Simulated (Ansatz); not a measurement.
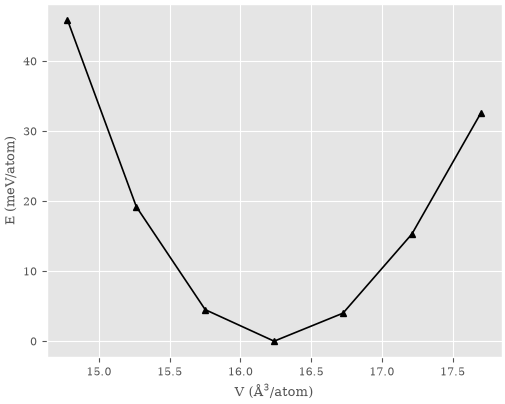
Fig. 1. RbLuO₂ in space group R-3m (No. 166; Rb on 3a, Lu on 3b, O on 6c) under volume change, the program Ansatz at the r²SCAN level (PAW), shape and atoms relaxed at each volume.

Problem. What does a third-order Birch–Murnaghan fit give for V₀, B₀ and B′?

Solution. V₀ = 16.24 Å³/atom, B₀ = 93.5 GPa, B′ = 4.7.

The workflow started from an entry of the Crystallography Open Database (COD). Its standing as an ambient phase is unchecked. Symmetry was held in the r²SCAN relaxation; whether a distortion lowers the energy is not shown. Spin–orbit coupling is left out wherever it is not named.

Potentials: the later of the program's two PAW sets.
